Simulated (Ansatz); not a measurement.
# CH7B2In: a ladder of functionals and wavefunction methods

How much do the methods differ for CH7B2In? The plan is to run it at one geometry with functionals of several rungs and with coupled cluster, and see how far each lands from CCSD(T) at the basis-set limit for the atomisation energy.

Computed with Ansatz 0.2.0, Gaussian basis. Level: functionals in def2-TZVPP, the program's frozen cores in correlated methods.

Plan: LDA (SPW92), PBE-D4, revPBE-D4, BLYP-D4, r2SCAN-D4, B97M-V, PBE0-D4, B3LYP-D4, r2SCANh-D4, r2SCAN0-D4, HSE06-D4, BHLYP-D4, CAM-B3LYP-D4, LC-ωPBE, ωB97X-V, ωB97M-V, B2PLYP, PBE-QIDH; CCSD(T)/def2-SVP; CCSD(T)/def2-TZVPP; MP2/def2-QZVPP; extrapolation to the limit; RPA on PBE.

## Step 1: The relaxed structure

All runs share one geometry, relaxed beforehand with PBE0-D4 in a triple-zeta def2 set. In takes the def2 core potential; no spin-orbit term is included.

SMILES `BB[CH2][InH2]`, 11 atoms, charge 0, spin multiplicity 1.

Atoms are counted from 1 here; the program's logs count them from 0.

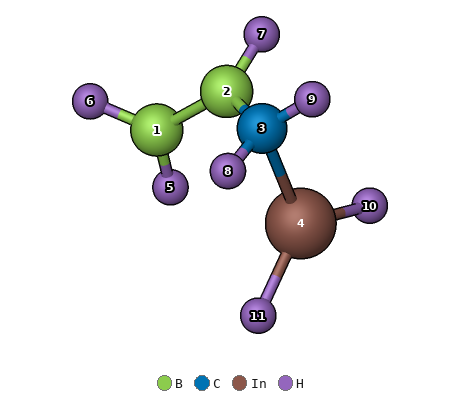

The geometry (boron green, carbon blue, indium brown, hydrogen purple); atoms are numbered from 1 in the order of the file.

## Step 2: LDA

This LDA is Slater exchange with PW92 correlation.

Contents of in.yaml:

```yaml
crystal:
  periodic: [false, false, false]
  atoms:
    - {symbol: B, position_ang: [-1.303278, 1.041126, -0.019585]}
    - {symbol: B, position_ang: [0.355367, 0.983357, -0.007671]}
    - {symbol: C, position_ang: [1.251108, 0.083583, 0.776475]}
    - {symbol: In, position_ang: [0.079970, -1.460321, -0.461636]}
    - {symbol: H, position_ang: [-1.994616, 0.168761, -0.518604]}
    - {symbol: H, position_ang: [-1.950641, 1.975076, 0.357539]}
    - {symbol: H, position_ang: [0.813186, 1.577566, -0.960665]}
    - {symbol: H, position_ang: [0.966014, -0.318531, 1.748029]}
    - {symbol: H, position_ang: [2.326703, 0.079469, 0.614579]}
    - {symbol: H, position_ang: [0.198360, -1.632657, -2.161991]}
    - {symbol: H, position_ang: [-0.742183, -2.497429, 0.633508]}
basis:
  gaussian: {orbitals: def2-TZVPP}
hamiltonian: {xc: lda}
output: {orbitals: {seedname: orbitals}}
```

Started as:

```sh
$ ansatz run in.yaml --threads 4 --pin off --events-out ev --progress --plain --max-ram 10444MiB
```

Further steps of the session: PBE-D4 (GGA); revPBE-D4 (GGA); BLYP-D4 (GGA); r2SCAN-D4 (meta-GGA); B97M-V (meta-GGA); PBE0-D4 (hybrid); B3LYP-D4 (hybrid); r2SCANh-D4 (hybrid); r2SCAN0-D4 (hybrid); HSE06-D4 (hybrid); BHLYP-D4 (hybrid); CAM-B3LYP-D4 (range-separated); LC-ωPBE (range-separated); ωB97X-V (range-separated); ωB97M-V (range-separated); B2PLYP (double hybrid); PBE-QIDH (double hybrid); CCSD(T) in def2-SVP; CCSD(T) in def2-TZVPP; MP2 in def2-QZVPP; RPA on PBE orbitals.

**Question.** What will the summary of the whole plan be? Wanted: atomisation energy, CCSD(T)/CBS; farthest beyond LDA; mean size of error, GGA; mean size of error, meta-GGA; mean size of error, hybrid; mean size of error, range-separated; mean size of error, double hybrid; gap, smallest and largest; T1 diagnostic.

**Answer**, as computed:

```
                               quantity                                                                                                                       value
        atomisation energy, CCSD(T)/CBS                                                                                                               3447.0 kJ/mol
 functionals within 34.5 kJ/mol (1.0 %)  revPBE-D4, BLYP-D4, PBE0-D4, B3LYP-D4, r2SCANh-D4, r2SCAN0-D4, HSE06-D4, CAM-B3LYP-D4, LC-ωPBE, ωB97X-V, ωB97M-V, PBE-QIDH
                    farthest beyond LDA                                                                                                       B97M-V (+54.6 kJ/mol)
                mean size of error, GGA                                                                                                                 34.3 kJ/mol
           mean size of error, meta-GGA                                                                                                                 47.7 kJ/mol
             mean size of error, hybrid                                                                                                                 21.7 kJ/mol
    mean size of error, range-separated                                                                                                                 22.8 kJ/mol
      mean size of error, double hybrid                                                                                                                 18.8 kJ/mol
              gap, smallest and largest                                                                                   3.39 eV (LDA (SPW92)), 10.30 eV (LC-ωPBE)
                          T1 diagnostic                                                                                                                      0.0144
triples share of the correlation energy                                                                                                                       3.5 %
```

**Reading.** The LDA atomisation energy is off by 449.5 kJ/mol (13 %): it overbinds. PBE-D4 misses by +39.9 kJ/mol. Double hybrids carry the basis error of their MP2 part in triple zeta, and no dispersion term here, so their miss is partly the set-up's. The rungs double hybrid, hybrid, range-separated, GGA miss on average by less than the doubt on the reference (34.5 kJ/mol), so they tie. The reference freezes the cores and leaves out spin-orbit coupling and excitations past (T), and its outer-core shells are covered unevenly, so misses under about 34.5 kJ/mol can't be ranked. All levels share the lack of spin-orbit coupling, which lowers the free heavy atoms and so the true binding. Hartree-Fock recovers 77 % of the binding; the rest is correlation. CCSD(T) in def2-SVP is off by -157.3 kJ/mol, so the small basis spoils what the method gains. The gap grows from 3.4 to 10.3 eV across the functionals, mostly with the share of exact exchange. Correlated methods include outer-core shells of In, which these sets cover unevenly.
